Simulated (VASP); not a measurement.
Band structure of Al (relaxed from the simple-cubic structure, space group Pm-3m). All values below come from PBEsol GGA, VASP's PBE PAW potentials (set 64) (plane waves; VASP).

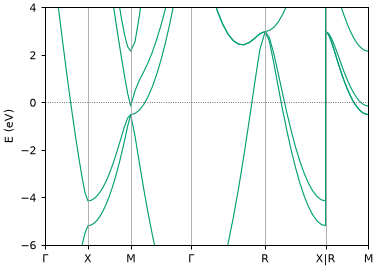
Fig. 1. Bands along high-symmetry lines, zero at the valence-band maximum or, without a gap, the Fermi level

Problem. Read the plot: is there a gap, and where are the band edges?

Solution. It has no gap at this level: it comes out as a metal or semimetal. (Edges off the drawn lines would not show.)

The structure was generated: Al was put into the simple-cubic type (Pm-3m), which need not be its known phase. It was relaxed first, which changed the volume by +6 %.
